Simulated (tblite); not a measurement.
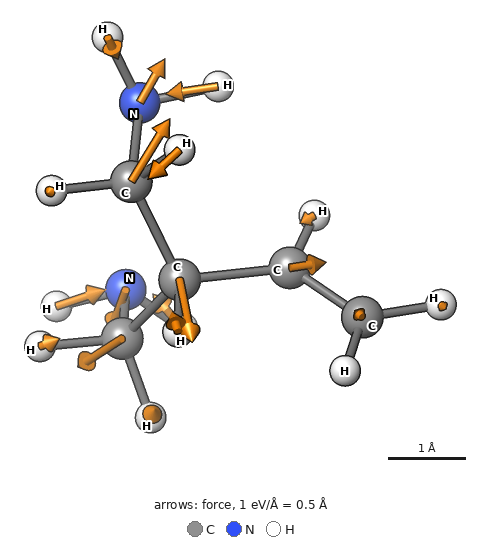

Starting geometry of C5H12N2 with the computed forces as orange arrows. Style: ball-and-stick. Shown at a tilt.

Computed with GFN2-xTB geometry optimisation, gas phase in tblite 0.8.0. 

### What follows when this structure is relaxed?

It isn't relaxed: the largest force vector, on a C atom, is 2.45 eV/Å. The final displacements follow the starting forces only in part (cosine between the two patterns 0.32). After 236 geometry steps the energy has fallen by 0.775 eV. The largest move after the best rigid fit is that of an H atom, 1.76 Å. By element the largest moves are H 1.76 Å, N 0.22 Å, C 0.13 Å. Among the contacts that change: C–C 1.496 → 1.551 Å, H–N 1.057 → 1.014 Å, C–H 1.136 → 1.096 Å, C–H 1.112 → 1.094 Å. Bond angles that change, for instance: N–C–H 106.3° → 112.6°, H–C–H 114.0° → 107.9°, N–C–H 102.7° → 108.2°. Groups turn about C–N by about 115°, C–N by about 30°.
